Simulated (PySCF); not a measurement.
**One shape, several levels: CH4Si (SMILES C[SiH])**

We compute a comparison of 6 runs (PBE/STO-3G, UPBE0/STO-3G, r2SCAN/STO-3G, UMP2/STO-3G, CISD/STO-3G, CCSD(T)/STO-3G) of CH4Si. 

Program for the calculation: PySCF 2.14.0.

2 further runs of the same task are left out: 2 set aside as unsound or not needed.

### Step 1. The structure to begin with

CH4Si has 6 atoms, charge 0, and is taken as a singlet. As SMILES, `C[SiH]`. The Si2–H6 distance was set to 2.756 Å, away from the relaxed value. At this shape a bond of the SMILES string is far longer than usual.

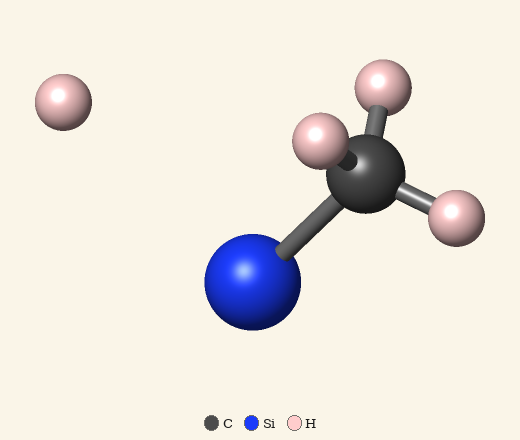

Viewed from a chosen angle; carbon dark grey, silicon blue, hydrogen pink.

### Step 2. A single-point energy at PBE/STO-3G (run 1)

The input, run.py:

```python
from pyscf import gto, dft

mol = gto.M(
    atom=[
    ('C', (0.526601, -1.414195, -0.499664)),
    ('Si', (1.537401, -0.838395, 0.992936)),
    ('H', (-0.536799, -1.458295, -0.231564)),
    ('H', (0.835101, -2.383795, -0.892364)),
    ('H', (0.596101, -0.666195, -1.300164)),
    ('H', (0.142200, 1.520000, 1.284000)),
],
    max_memory=1860,
    basis='sto-3g',
    verbose=3,
)

myscf = dft.RKS(mol, xc='pbe')
myscf.grids.level = 5
myscf.conv_tol = 1e-10
myscf.kernel()
if not myscf.converged:
    myscf = myscf.newton().run(myscf.mo_coeff, myscf.mo_occ)

e_tot = myscf.e_tot
print('E(%s) = %.9f' % ('PBE', e_tot))
```

Run with:

```console
$ OMP_NUM_THREADS=1 python run.py
```

Log:

```text
converged SCF energy = -325.708873716719
E(PBE) = -325.708873717
```

Run time: 4.5 s. Hardware: 1 thread of Arm Neoverse V1, shared host; peak memory 0.19 GiB.

### Step 3. A single-point energy at UPBE0/STO-3G (run 2)

The input, calc.py:

```python
from pyscf import gto, dft

system = gto.Mole()
system.atom = [
    ('C', (0.526601, -1.414195, -0.499664)),
    ('Si', (1.537401, -0.838395, 0.992936)),
    ('H', (-0.536799, -1.458295, -0.231564)),
    ('H', (0.835101, -2.383795, -0.892364)),
    ('H', (0.596101, -0.666195, -1.300164)),
    ('H', (0.142200, 1.520000, 1.284000)),
]
system.basis = 'sto-3g'
system.spin = 0
system.max_memory = 1860
system.charge = 0
system.verbose = 3
system.build()

calc0 = dft.UKS(system, xc='pbe0')
calc0.grids.level = 5
calc0.conv_tol = 1e-10
calc0.kernel()
if not calc0.converged:
    calc0 = calc0.newton().run(calc0.mo_coeff, calc0.mo_occ)
for _ in range(3):
    mo, _, stable, _ = calc0.stability(return_status=True)
    if stable:
        break
    calc0.kernel(calc0.make_rdm1(mo, calc0.mo_occ))

energy = calc0.e_tot
print(f'total energy: {energy:.8f} hartree')
```

Run with:

```console
$ OMP_NUM_THREADS=1 python calc.py
```

Log:

```text
converged SCF energy = -325.746947437379  <S^2> = 1.1901552e-08  2S+1 = 1
<class 'pyscf.dft.uks.UKS'> wavefunction has an internal instability
converged SCF energy = -325.767730689788  <S^2> = 0.71700331  2S+1 = 1.9667265
<class 'pyscf.dft.uks.UKS'> wavefunction is stable in the internal stability analysis
total energy: -325.76773069 hartree
```

Run time: 20 s. Hardware: 1 thread of Arm Neoverse V1, shared host; peak memory 0.39 GiB.

Runs 3 to 5 aren't shown in full; the table further down has their settings and results.

### Step 4. The energy at CCSD(T)/STO-3G (run 6)

The input, run.py:

```python
from pyscf import gto, cc

mol = gto.M(
    atom='''
C      0.526601    -1.414195    -0.499664
Si     1.537401    -0.838395     0.992936
H     -0.536799    -1.458295    -0.231564
H      0.835101    -2.383795    -0.892364
H      0.596101    -0.666195    -1.300164
H      0.142200     1.520000     1.284000
''',
    max_memory=1860,
    verbose=4,
    charge=0,
    basis='sto-3g',
)

mf = mol.RHF()
mf.conv_tol = 1e-10
mf.kernel()
if not mf.converged:
    mf = mf.newton().run(mf.mo_coeff, mf.mo_occ)

mycc = cc.CCSD(mf, frozen=6)
mycc.kernel()
e_t = mycc.ccsd_t()
etot = mycc.e_tot + e_t
print('Final energy', etot)
```

Run with:

```console
$ OMP_NUM_THREADS=1 python run.py
```

Log:

```text
PySCF version 2.14.0

[... 60 lines left out ...]
converged SCF energy = -325.037829402347
[... 12 lines left out ...]
Init t2, MP2 energy = -325.169843525577  E_corr(MP2) -0.132014123230254
[... 17 lines left out ...]
CCSD converged
[... 2 lines left out ...]
Final energy -325.24495099180257
```

It took 0.95 s on 1 thread of Arm Neoverse V1, shared host; peak memory 0.12 GiB.

### Step 5. All runs side by side

| run | level | follow instability | integration grid | energy (Eh) | dipole moment (D) of the reference | HOMO energy (eV) | LUMO energy (eV) | wall time |
| --- | --- | --- | --- | --- | --- | --- | --- | --- |
| 1 | PBE/STO-3G | – | 5 | -325.708874 | 2.60 | -1.08 | -0.14 | 4.5 s |
| 2 | UPBE0/STO-3G | yes | 5 | -325.767731 | 1.36 | -1.55 | 1.37 | 20 s |
| 3 | r2SCAN/STO-3G | – | 5 | -325.873776 | 2.79 | -1.25 | 0.00 | 5.4 s |
| 4 | UMP2/STO-3G | yes | – | -325.204586 | 0.39 | -4.21 | 6.37 | 0.93 s |
| 5 | CISD/STO-3G | – | – | -325.214012 | 3.71 | -3.34 | 5.12 | 0.83 s |
| 6 | CCSD(T)/STO-3G | – | – | -325.244951 | 3.71 | -3.34 | 5.12 | 0.95 s |

### Step 6. What came out

| quantity | value |
| --- | --- |
| run 6: total energy | -325.24495 Eh |
| run 6: dipole moment (Hartree–Fock density) | 3.71 D |
| run 6: HOMO energy (Hartree–Fock orbitals) | -3.34 eV |
| run 6: LUMO energy (Hartree–Fock orbitals) | 5.12 eV |
| run 6: HOMO–LUMO gap (Hartree–Fock orbitals) | 8.46 eV |
| run 6: correlation energy (6 core orbitals frozen) | -207.1 mEh |
| run 6: (T) correction | -1.87 mEh |
| run 6: T1 diagnostic | 0.052 |

**Reading.** Over runs 1, 2, 3 the dipole moment (its size) runs from 1.36 D (UPBE0/STO-3G) to 2.79 D (r2SCAN/STO-3G). Over runs 1, 2, 3 the HOMO–LUMO gap runs from 0.94 eV (PBE/STO-3G) to 2.92 eV (UPBE0/STO-3G). Totals of different functionals can't be ranked against each other. In run 6 the T1 diagnostic is large, so a single reference may not serve. In runs 1, 2, 3, 4, 5, 6 the basis is minimal, so the values are rough. In runs 1, 3, 5, 6 a closed-shell determinant meets a far-stretched bond, which it describes badly. Spin contamination of the reference: run 4 ⟨S²⟩ = 0.92, run 2 ⟨S²⟩ = 0.72. Where it is this large, the reference is a mixture of spin states, and values that rest on it are in doubt. All runs together took 32 s, the longest 20 s.
